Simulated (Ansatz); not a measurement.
# Ti: a line through an energy map

One line of a two-coordinate grid on Ti (Fm-3m, No. 225; 6 atoms in the cell): opening across the cut is varied, at slide along a1 + 0 a2 (2.829 Å) = 0.333.

Method: DFT LDA, scalar-relativistic, plane waves, PAW, in Ansatz 0.2.0.

1 further run of the same task is left out (set aside as unsound or not needed).

**1. Starting point**

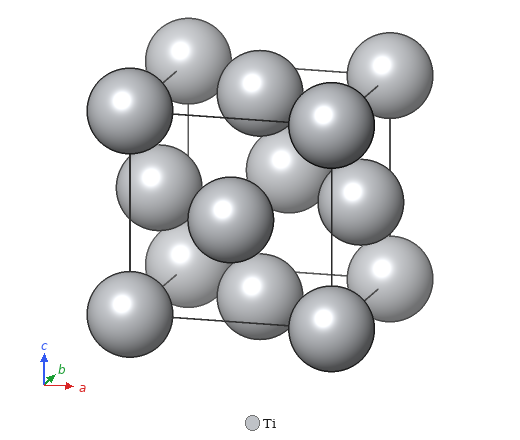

Start, viewed slightly off an axis; titanium light grey. Atoms on the faces are drawn again on the opposite ones. The cell drawn here is the conventional one.

Structure file:

```cif
data_structure
_symmetry_space_group_name_H-M 'P 1'
_symmetry_Int_Tables_number 1
_cell_length_a 2.8292
_cell_length_b 2.8292
_cell_length_c 2.8292
_cell_angle_alpha 60.000
_cell_angle_beta 60.000
_cell_angle_gamma 60.000
_cell_volume 16.01
loop_
_atom_site_label
_atom_site_type_symbol
_atom_site_fract_x
_atom_site_fract_y
_atom_site_fract_z
_atom_site_occupancy
Ti1 Ti 0.00000 0.00000 0.00000 1
```

This cell was relaxed beforehand with the same method: volume 16.01 Å³/atom, gap on the mesh none (metal).

**2. The scan**

Rigid slide and opening across a plane, one cut a cell; the plane is (0 0 1) of the conventional cell.

First coordinate, slide along a1 + 0 a2 (2.829 Å): 6 values from 0.000 to 0.833, periodic. Second coordinate, opening across the cut: 5 values from −0.25 to 2.20 Å.

Nothing else is relaxed (rigid halves). Energies count from the perfect crystal. Points are written as (first, second).

**3. Point (0.333, −0.25 Å)**

input.yaml reads:

```yaml
crystal:
  lattice:
    - [-2.000532714, -2.000532714, 0.0]
    - [2.000532714, -2.000532714, 0.0]
    - [-0.666844238, -0.666844238, 11.7531962838]
  atoms:
    - { symbol: Ti, position: [-0.3120492959, 0.0, 0.9361478876] }
    - { symbol: Ti, position: [0.4716370401, 0.5, 0.0850888796] }
    - { symbol: Ti, position: [-0.0851002271, 0.0, 0.2553006812] }
    - { symbol: Ti, position: [0.3581625057, 0.5, 0.4255124828] }
    - { symbol: Ti, position: [-0.1985747615, 0.0, 0.5957242844] }
    - { symbol: Ti, position: [0.2446879713, 0.5, 0.765936086] }
basis:
  ecutwfc: 520.0
kpoints:
  mp_grid: { grid: [15, 15, 4] }
hamiltonian:
  xc: lda
scf:
  occupations: { method: gaussian, width: 0.15 }
output:
  forces: true
  stress: true
  eigenvalues: true
```

Launch:

```console
$ ansatz run input.yaml --threads 2 --pin off --max-ram 4096MiB --backend cpu --events-out ev --progress --plain --runs-dir out
```

The log of the run, shortened:

```text
Warning: RAYON_NUM_THREADS=2 ignored (pool sized by the plan → 2); use --threads N
[...]
Pseudopotentials: kind: paw
Pseudopotential: Ti, paw, valence charge 12, recommended cutoff 420 eV (normal), Ti.paw.azcp
Functional definition: SPW92
[...]
Crystal: 6 atoms, lattice volume = 94.076 Å³
Basis set: ecut = 520 eV, 2549 PW (Γ)
Bands: 44, of which v1, the nominal top of the filled ones, is band 36 counted from 1 (35 counted from 0)
Symmetry: 4 space group operations
Space group: P21/m (ITA 11), of the structure as read, at distance tolerance 4.5e-5 Å
k-points: 248 of 900
[...]
SCF iter   1: F=—  HF=-14700.736027 eV  |F-HF|=—  |Δ(HF+E_count)|=         —  Δρ=7.46e-3  dr2=1.01e-1  ethr=1.77e-3  ⟨swp⟩=5.8  Hψ=43525  notcnv=0
[...]
SCF iter   7: F=-14700.728205 eV  HF=-14700.728206 eV  |F-HF|=2.18e-8  |Δ(HF+E_count)|=   9.21e-8  Δρ=3.86e-6  dr2=2.92e-8  ethr=1.39e-10  ⟨swp⟩=5.4  Hψ=37650  notcnv=0
[...]
SCF converged after 7 iterations
Free energy (F): -14700.728205 eV
[...]
E sigma→0 (E₀):  -14700.677379 eV
Entropy (-TS):   -0.101654 eV (-16.942 meV/atom)
Fermi energy:    14.587754 eV
[...]
--- Forces (eV/Å), atoms counted from 1 ---
  atom   1  Ti    -0.86441910    -0.86441910    -1.82113637
  atom   2  Ti     0.86441910     0.86441910     1.82113637
  atom   3  Ti    -0.10885096    -0.10885096     0.06545027
  atom   4  Ti     0.01114751     0.01114751     0.00715898
  atom   5  Ti    -0.01114751    -0.01114751    -0.00715898
  atom   6  Ti     0.10885096     0.10885096    -0.06545027
[...]
--- Stress (GPa, compression-positive) ---
        1.432028      -0.948452       1.577562
       -0.948452       1.432028       1.577562
        1.577562       1.577562       6.356777
  P = ⅓ Tr σ = 3.0736 GPa (30.736 kbar)
--- Band table (eV; the first three rows and the last of 248) ---
[...]
```

It took 38 s on 2 threads of Intel Xeon Platinum 8259CL at 2.50GHz (Skylake/Cascade Lake), shared host; peak memory 1.1 GiB.

On the map this point reads 1.66 J/m².

**4. Changing settings: symmetry.detect false, ecutwfc 300 eV**

input.yaml: that of step 3 with these lines changed.

```diff
@@ -12,4 +12,5 @@
     - { symbol: Ti, position: [0.2446879713, 0.5, 0.765936086] }
+  symmetry: { detect: false }
 basis:
-  ecutwfc: 520.0
+  ecutwfc: "300 eV"
 kpoints:
@@ -22,3 +23,3 @@
   forces: true
+  eigenvalues: true
   stress: true
-  eigenvalues: true
```

Launch:

```console
$ ansatz run input.yaml --threads 2 --pin off --max-ram 4096MiB --backend cpu --events-out ev --progress --plain --runs-dir out
```

The log of the run, shortened:

```text
Warning: basis.ecutwfc = 300 eV is below the records' recommended 420 eV, and the density's cutoff is lower with it unless basis.ecutrho_ratio is high enough to keep the records' density cutoff: compare with a run at a higher cutoff
Warning: RAYON_NUM_THREADS=2 ignored (pool sized by the plan → 2); use --threads N
[...]
Pseudopotentials: kind: paw
Pseudopotential: Ti, paw, valence charge 12, recommended cutoff 420 eV (normal), Ti.paw.azcp
Functional definition: SPW92
[...]
Crystal: 6 atoms, lattice volume = 94.076 Å³
Basis set: ecut = 300 eV, 1087 PW (Γ)
Bands: 44, of which v1, the nominal top of the filled ones, is band 36 counted from 1 (35 counted from 0)
Symmetry: 1 space group operations
k-points: 451 of 900 (time reversal used)
[...]
SCF iter   1: F=—  HF=-14699.800702 eV  |F-HF|=—  |Δ(HF+E_count)|=         —  Δρ=1.10e-2  dr2=1.10e-1  ethr=1.77e-3  ⟨swp⟩=5.6  Hψ=77749  notcnv=0
[...]
SCF iter   7: F=-14699.764439 eV  HF=-14699.764439 eV  |F-HF|=1.69e-8  |Δ(HF+E_count)|=   4.65e-8  Δρ=4.69e-6  dr2=2.00e-8  ethr=1.39e-10  ⟨swp⟩=6.8  Hψ=63539  notcnv=0
[...]
SCF converged after 7 iterations
Free energy (F): -14699.764439 eV
[...]
E sigma→0 (E₀):  -14699.713780 eV
Entropy (-TS):   -0.101318 eV (-16.886 meV/atom)
Fermi energy:    14.571621 eV
[...]
--- Forces (eV/Å), atoms counted from 1 ---
  atom   1  Ti    -0.86954925    -0.86954939    -1.89664711
  atom   2  Ti     0.86954867     0.86954920     1.89664663
  atom   3  Ti    -0.11002092    -0.11002065     0.06398470
  atom   4  Ti     0.01095791     0.01095774     0.00259619
  atom   5  Ti    -0.01095896    -0.01095914    -0.00259401
  atom   6  Ti     0.11001999     0.11001993    -0.06398670
[...]
--- Stress (GPa, compression-positive) ---
        1.283861      -0.948762       1.583061
       -0.948762       1.283860       1.583065
        1.583061       1.583064       6.386010
  P = ⅓ Tr σ = 2.9846 GPa (29.846 kbar)
--- Band table (eV; the first three rows and the last of 451) ---
[...]
```

Run time: 41 s. Hardware: 2 threads of Intel Xeon Platinum 8259CL at 2.50GHz (Skylake/Cascade Lake), shared host; peak memory 1.1 GiB.

| run | ending | energy change | pressure (GPa) | gap (eV) | force (eV/Å) | cycles | time |
| --- | --- | --- | --- | --- | --- | --- | --- |
| step 3 | converged | 0 | 3.1 | 0.00 | 2.19 | 7 | 38 s |
| variant | converged | +160.6 meV/atom | 3.0 | 0.00 | 2.26 | 7 | 41 s |

Changing the use of symmetry and cutoff moves the energy by +160.6 meV/atom, and the largest force goes from 2.19 to 2.26 eV/Å. The lower cutoff gives the higher energy: the smaller basis describes the state less well. The log warns that the cutoff is under what these potentials recommend, so the shift is basis error. The variant is not converged in its settings.

**5. The run at (0.333, 0.00 Å)**

input.yaml reads:

```yaml
crystal:
  lattice:
    - [-2.000532714, -2.000532714, 0.0]
    - [2.000532714, -2.000532714, 0.0]
    - [-0.666844238, -0.666844238, 12.0031962838]
  atoms:
    - { symbol: Ti, position: [-0.30555, 0.0, 0.91665] }
    - { symbol: Ti, position: [0.4722277778, 0.5, 0.0833166667] }
    - { symbol: Ti, position: [-0.0833277778, 0.0, 0.2499833333] }
    - { symbol: Ti, position: [0.3611166667, 0.5, 0.41665] }
    - { symbol: Ti, position: [-0.1944388889, 0.0, 0.5833166667] }
    - { symbol: Ti, position: [0.2500055556, 0.5, 0.7499833333] }
basis:
  ecutwfc: 520.0
kpoints:
  mp_grid: { grid: [15, 15, 4] }
hamiltonian:
  xc: lda
scf:
  occupations: { method: gaussian, width: 0.15 }
output:
  forces: true
  stress: true
  eigenvalues: true
```

Launch:

```console
$ ansatz run input.yaml --threads 2 --pin off --max-ram 4096MiB --backend cpu --events-out ev --progress --plain --runs-dir out
```

The log of the run, shortened:

```text
Warning: RAYON_NUM_THREADS=2 ignored (pool sized by the plan → 2); use --threads N
[...]
Pseudopotentials: kind: paw
Pseudopotential: Ti, paw, valence charge 12, recommended cutoff 420 eV (normal), Ti.paw.azcp
Functional definition: SPW92
[...]
Crystal: 6 atoms, lattice volume = 96.077 Å³
Basis set: ecut = 520 eV, 2609 PW (Γ)
Bands: 44, of which v1, the nominal top of the filled ones, is band 36 counted from 1 (35 counted from 0)
Symmetry: 4 space group operations
Space group: P21/m (ITA 11), of the structure as read, at distance tolerance 4.6e-5 Å
k-points: 248 of 900
[...]
SCF iter   1: F=—  HF=-14701.092610 eV  |F-HF|=—  |Δ(HF+E_count)|=         —  Δρ=6.80e-3  dr2=3.67e-2  ethr=1.77e-3  ⟨swp⟩=5.7  Hψ=42686  notcnv=0
[...]
SCF iter   7: F=-14701.088876 eV  HF=-14701.088876 eV  |F-HF|=1.24e-8  |Δ(HF+E_count)|=   8.56e-8  Δρ=3.39e-6  dr2=1.79e-8  ethr=1.39e-10  ⟨swp⟩=7.3  Hψ=39452  notcnv=0
[...]
SCF converged after 7 iterations
Free energy (F): -14701.088876 eV
[...]
E sigma→0 (E₀):  -14701.037053 eV
Entropy (-TS):   -0.103647 eV (-17.274 meV/atom)
Fermi energy:    14.256505 eV
[...]
--- Forces (eV/Å), atoms counted from 1 ---
  atom   1  Ti    -0.56400336    -0.56400336    -0.91159583
  atom   2  Ti     0.56400336     0.56400336     0.91159583
  atom   3  Ti    -0.08738947    -0.08738947     0.02929462
  atom   4  Ti     0.01636749     0.01636749     0.02281717
  atom   5  Ti    -0.01636749    -0.01636749    -0.02281717
  atom   6  Ti     0.08738947     0.08738947    -0.02929462
[...]
--- Stress (GPa, compression-positive) ---
       -0.965708      -0.411040       1.115307
       -0.411040      -0.965708       1.115307
        1.115307       1.115307       3.934443
  P = ⅓ Tr σ = 0.6677 GPa (6.677 kbar)
--- Band table (eV; the first three rows and the last of 248) ---
[...]
```

It took 34 s on 2 threads of Intel Xeon Platinum 8259CL at 2.50GHz (Skylake/Cascade Lake), shared host; peak memory 1.1 GiB.

Energy on the map's scale: 0.94 J/m².

**6. The run at (0.333, 0.40 Å)**

input.yaml reads:

```yaml
crystal:
  lattice:
    - [-2.000532714, -2.000532714, 0.0]
    - [2.000532714, -2.000532714, 0.0]
    - [-0.666844238, -0.666844238, 12.4031962838]
  atoms:
    - { symbol: Ti, position: [-0.2956960884, 0.0, 0.8870882651] }
    - { symbol: Ti, position: [0.473123425, 0.5, 0.0806297249] }
    - { symbol: Ti, position: [-0.0806404776, 0.0, 0.2419214329] }
    - { symbol: Ti, position: [0.3655956197, 0.5, 0.403213141] }
    - { symbol: Ti, position: [-0.188168283, 0.0, 0.564504849] }
    - { symbol: Ti, position: [0.2580678143, 0.5, 0.7257965571] }
basis:
  ecutwfc: 520.0
kpoints:
  mp_grid: { grid: [15, 15, 4] }
hamiltonian:
  xc: lda
scf:
  occupations: { method: gaussian, width: 0.15 }
output:
  forces: true
  stress: true
  eigenvalues: true
```

Launch:

```console
$ ansatz run input.yaml --threads 2 --pin off --max-ram 4096MiB --backend cpu --events-out ev --progress --plain --runs-dir out
```

The log of the run, shortened:

```text
Warning: RAYON_NUM_THREADS=2 ignored (pool sized by the plan → 2); use --threads N
[...]
Pseudopotentials: kind: paw
Pseudopotential: Ti, paw, valence charge 12, recommended cutoff 420 eV (normal), Ti.paw.azcp
Functional definition: SPW92
[...]
Crystal: 6 atoms, lattice volume = 99.278 Å³
Basis set: ecut = 520 eV, 2689 PW (Γ)
Bands: 44, of which v1, the nominal top of the filled ones, is band 36 counted from 1 (35 counted from 0)
Symmetry: 4 space group operations
Space group: P21/m (ITA 11), of the structure as read, at distance tolerance 4.6e-5 Å
k-points: 248 of 900
[...]
SCF iter   1: F=—  HF=-14701.251302 eV  |F-HF|=—  |Δ(HF+E_count)|=         —  Δρ=8.20e-3  dr2=4.65e-1  ethr=1.77e-3  ⟨swp⟩=6.0  Hψ=42862  notcnv=0
[...]
SCF iter   7: F=-14701.242081 eV  HF=-14701.242081 eV  |F-HF|=2.44e-8  |Δ(HF+E_count)|=   1.03e-7  Δρ=5.58e-6  dr2=3.70e-8  ethr=1.39e-10  ⟨swp⟩=5.6  Hψ=38534  notcnv=0
[...]
SCF converged after 7 iterations
Free energy (F): -14701.242081 eV
[...]
E sigma→0 (E₀):  -14701.190176 eV
Entropy (-TS):   -0.103810 eV (-17.302 meV/atom)
Fermi energy:    13.718672 eV
[...]
--- Forces (eV/Å), atoms counted from 1 ---
  atom   1  Ti    -0.25796905    -0.25796905    -0.09040818
  atom   2  Ti     0.25796905     0.25796905     0.09040818
  atom   3  Ti    -0.05527048    -0.05527048    -0.15919991
  atom   4  Ti     0.01239613     0.01239613     0.01862306
  atom   5  Ti    -0.01239613    -0.01239613    -0.01862306
  atom   6  Ti     0.05527048     0.05527048     0.15919991
[...]
--- Stress (GPa, compression-positive) ---
       -3.428306      -0.356137       0.533578
       -0.356137      -3.428306       0.533578
        0.533578       0.533578      -0.454996
  P = ⅓ Tr σ = -2.4372 GPa (-24.372 kbar)
--- Band table (eV; the first three rows and the last of 248) ---
[...]
```

Wall time 38 s (2 threads of Intel Xeon Platinum 8259CL at 2.50GHz (Skylake/Cascade Lake), shared host); peak memory 1.2 GiB.

That is 0.63 J/m² from the zero.

**7. Grid point (0.333, 1.00 Å)**

input.yaml reads:

```yaml
crystal:
  lattice:
    - [-2.000532714, -2.000532714, 0.0]
    - [2.000532714, -2.000532714, 0.0]
    - [-0.666844238, -0.666844238, 13.0031962838]
  atoms:
    - { symbol: Ti, position: [-0.2820519313, 0.0, 0.8461557938] }
    - { symbol: Ti, position: [0.4743635774, 0.5, 0.0769092677] }
    - { symbol: Ti, position: [-0.0769195243, 0.0, 0.2307585729] }
    - { symbol: Ti, position: [0.371797374, 0.5, 0.3846078781] }
    - { symbol: Ti, position: [-0.1794857278, 0.0, 0.5384571834] }
    - { symbol: Ti, position: [0.2692311705, 0.5, 0.6923064886] }
basis:
  ecutwfc: 520.0
kpoints:
  mp_grid: { grid: [15, 15, 4] }
hamiltonian:
  xc: lda
scf:
  occupations: { method: gaussian, width: 0.15 }
output:
  forces: true
  stress: true
  eigenvalues: true
```

Launch:

```console
$ ansatz run input.yaml --threads 2 --pin off --max-ram 4096MiB --backend cpu --events-out ev --progress --plain --runs-dir out
```

The log of the run, shortened:

```text
Warning: RAYON_NUM_THREADS=2 ignored (pool sized by the plan → 2); use --threads N
[...]
Pseudopotentials: kind: paw
Pseudopotential: Ti, paw, valence charge 12, recommended cutoff 420 eV (normal), Ti.paw.azcp
Functional definition: SPW92
[...]
Crystal: 6 atoms, lattice volume = 104.081 Å³
Basis set: ecut = 520 eV, 2829 PW (Γ)
Bands: 44, of which v1, the nominal top of the filled ones, is band 36 counted from 1 (35 counted from 0)
Symmetry: 4 space group operations
Space group: P21/m (ITA 11), of the structure as read, at distance tolerance 4.7e-5 Å
k-points: 248 of 900
[...]
SCF iter   1: F=—  HF=-14701.059530 eV  |F-HF|=—  |Δ(HF+E_count)|=         —  Δρ=1.05e-2  dr2=1.33e0  ethr=1.77e-3  ⟨swp⟩=6.3  Hψ=43639  notcnv=0
[...]
SCF iter   8: F=-14701.033022 eV  HF=-14701.033022 eV  |F-HF|=3.23e-9  |Δ(HF+E_count)|=   8.85e-9  Δρ=2.37e-6  dr2=6.09e-9  ethr=1.39e-10  ⟨swp⟩=8.0  Hψ=39437  notcnv=0
[...]
SCF converged after 8 iterations
Free energy (F): -14701.033022 eV
[...]
E sigma→0 (E₀):  -14700.987684 eV
Entropy (-TS):   -0.090677 eV (-15.113 meV/atom)
Fermi energy:    12.949624 eV
[...]
--- Forces (eV/Å), atoms counted from 1 ---
  atom   1  Ti    -0.08981551    -0.08981551     0.25527520
  atom   2  Ti     0.08981551     0.08981551    -0.25527520
  atom   3  Ti    -0.02806424    -0.02806424    -0.44882648
  atom   4  Ti     0.00820367     0.00820367     0.01431551
  atom   5  Ti    -0.00820367    -0.00820367    -0.01431551
  atom   6  Ti     0.02806424     0.02806424     0.44882648
[...]
--- Stress (GPa, compression-positive) ---
       -4.750766      -0.101256       0.190074
       -0.101256      -4.750766       0.190074
        0.190074       0.190074      -5.110537
  P = ⅓ Tr σ = -4.8707 GPa (-48.707 kbar)
--- Band table (eV; the first three rows and the last of 248) ---
[...]
```

Wall time 40 s (2 threads of Intel Xeon Platinum 8259CL at 2.50GHz (Skylake/Cascade Lake), shared host); peak memory 1.2 GiB.

On the map this point reads 1.05 J/m².

**8. The run at (0.333, 2.20 Å)**

input.yaml reads:

```yaml
crystal:
  lattice:
    - [-2.000532714, -2.000532714, 0.0]
    - [2.000532714, -2.000532714, 0.0]
    - [-0.666844238, -0.666844238, 14.2031962838]
  atoms:
    - { symbol: Ti, position: [-0.2582219207, 0.0, 0.7746657621] }
    - { symbol: Ti, position: [0.4765295481, 0.5, 0.0704113556] }
    - { symbol: Ti, position: [-0.0704207456, 0.0, 0.2112622369] }
    - { symbol: Ti, position: [0.3826289606, 0.5, 0.3521131182] }
    - { symbol: Ti, position: [-0.1643213332, 0.0, 0.4929639995] }
    - { symbol: Ti, position: [0.2887283731, 0.5, 0.6338148808] }
basis:
  ecutwfc: 520.0
kpoints:
  mp_grid: { grid: [15, 15, 4] }
hamiltonian:
  xc: lda
scf:
  occupations: { method: gaussian, width: 0.15 }
output:
  forces: true
  stress: true
  eigenvalues: true
```

Launch:

```console
$ ansatz run input.yaml --threads 2 --pin off --max-ram 4096MiB --backend cpu --events-out ev --progress --plain --runs-dir out
```

The log of the run, shortened:

```text
Warning: RAYON_NUM_THREADS=2 ignored (pool sized by the plan → 2); use --threads N
[...]
Pseudopotentials: kind: paw
Pseudopotential: Ti, paw, valence charge 12, recommended cutoff 420 eV (normal), Ti.paw.azcp
Functional definition: SPW92
[...]
Crystal: 6 atoms, lattice volume = 113.686 Å³
Basis set: ecut = 520 eV, 3091 PW (Γ)
Bands: 44, of which v1, the nominal top of the filled ones, is band 36 counted from 1 (35 counted from 0)
Symmetry: 4 space group operations
Space group: P21/m (ITA 11), of the structure as read, at distance tolerance 4.8e-5 Å
k-points: 248 of 900
[...]
SCF iter   1: F=—  HF=-14700.214952 eV  |F-HF|=—  |Δ(HF+E_count)|=         —  Δρ=6.58e-3  dr2=7.13e-2  ethr=1.77e-3  ⟨swp⟩=6.8  Hψ=45021  notcnv=0
[...]
SCF iter   8: F=-14700.211402 eV  HF=-14700.211402 eV  |F-HF|=2.62e-8  |Δ(HF+E_count)|=   1.31e-8  Δρ=4.28e-6  dr2=4.44e-8  ethr=1.39e-10  ⟨swp⟩=9.2  Hψ=42875  notcnv=0
[...]
SCF converged after 8 iterations
Free energy (F): -14700.211402 eV
[...]
E sigma→0 (E₀):  -14700.165458 eV
Entropy (-TS):   -0.091887 eV (-15.315 meV/atom)
Fermi energy:    11.561158 eV
[...]
--- Forces (eV/Å), atoms counted from 1 ---
  atom   1  Ti    -0.00706473    -0.00706473    -0.05727769
  atom   2  Ti     0.00706473     0.00706473     0.05727769
  atom   3  Ti    -0.00335722    -0.00335722    -0.64641254
  atom   4  Ti     0.00157581     0.00157581    -0.00535074
  atom   5  Ti    -0.00157581    -0.00157581     0.00535074
  atom   6  Ti     0.00335722     0.00335722     0.64641254
[...]
--- Stress (GPa, compression-positive) ---
       -4.469723      -0.007230       0.016868
       -0.007230      -4.469723       0.016868
        0.016868       0.016868      -6.160804
  P = ⅓ Tr σ = -5.0334 GPa (-50.334 kbar)
--- Band table (eV; the first three rows and the last of 248) ---
[...]
```

Wall time 45 s (2 threads of Intel Xeon Platinum 8259CL at 2.50GHz (Skylake/Cascade Lake), shared host); peak memory 1.3 GiB.

Energy on the map's scale: 2.69 J/m².

**9. The line in numbers**

| opening across the cut (Å) | step | energy (J/m²) | slope (J/m² per Å) | pressure (GPa) | largest force on an atom (eV/Å) |
| --- | --- | --- | --- | --- | --- |
| −0.25 | 3 | 1.66 | −3.81 | 3.1 | 2.19 |
| 0.00 | 5 | 0.94 | −1.95 | 0.7 | 1.21 |
| 0.40 | 6 | 0.63 | 0.05 | −2.4 | 0.38 |
| 1.00 | 7 | 1.05 | 1.31 | −4.9 | 0.45 |
| 2.20 | 8 | 2.69 | 1.08 | −5.0 | 0.65 |

Energies count from the perfect crystal. Slopes come from the forces (and the stress, where the cell changes), not from differences of energies.

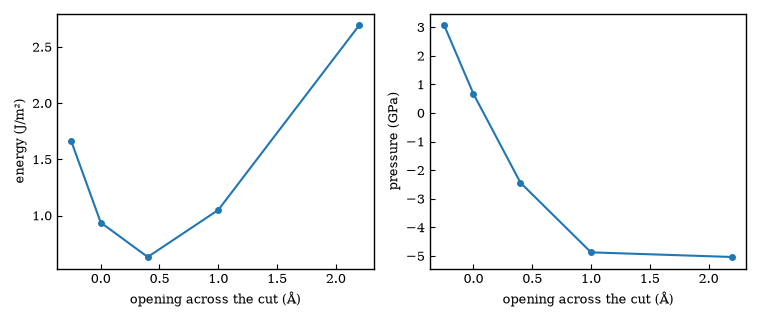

Energy and pressure along the line.

| run | outcome |
| --- | --- |
| step 4, run with symmetry.detect false, ecutwfc 300 eV (against step 3) | +160.6 meV/atom; the largest force goes from 2.19 to 2.26 eV/Å |

In words: The lowest point of the line is at 0.40 Å, 0.63 J/m² from the zero. Energies and slopes round the minimum, fitted together, put the minimum at 0.383 Å, with a curvature of about 2.9 J/m² per Å². The highest point computed, at 2.20 Å, lies 2.06 J/m² above the lowest. This is one cut through a surface in two coordinates; the map's lowest point lies off it.
